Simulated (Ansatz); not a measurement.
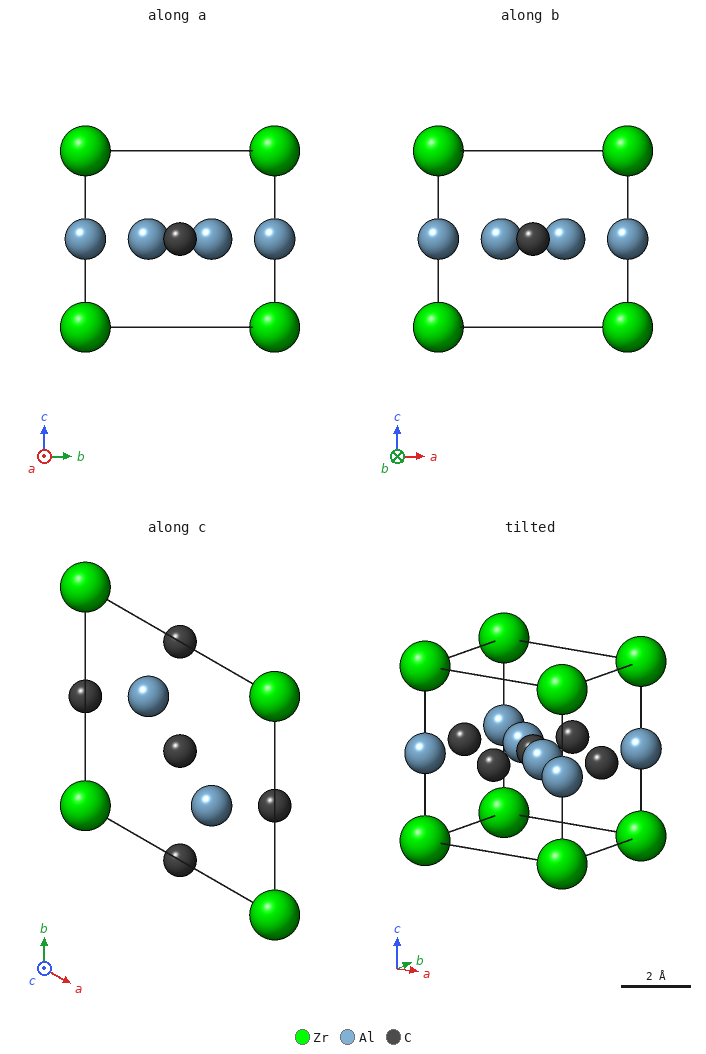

Spheres-only representation of a periodic structure, projected along the a axis, along the b axis, along the c axis and slightly off an axis. Lines trace the edges of the conventional unit cell.

Lattice parameters: a = 6.387 Å, b = 6.387 Å, c = 5.152 Å, α = 90.00°, β = 90.00°, γ = 120.00°. Put a along x and b in the xy plane.

**Transcribe the picture into a POSCAR file.**

```
Zr Al C
1.0
     6.387    0.000    0.000
    -3.194    5.532    0.000
     0.000    0.000    5.152
Zr Al C
1 3 3
Direct
  0.0000 0.0000 0.0000
  0.0000 0.0000 0.5000
  0.3333 0.6667 0.5000
  0.6667 0.3333 0.5000
  0.5000 0.0000 0.5000
  0.0000 0.5000 0.5000
  0.5000 0.5000 0.5000
```

Its origin is a random cell made by a generator, so it need not be a real form of the compound. Earlier steps of the study may have refined or changed the cell and positions. Ansatz was used for an electronic-structure calculation on it.
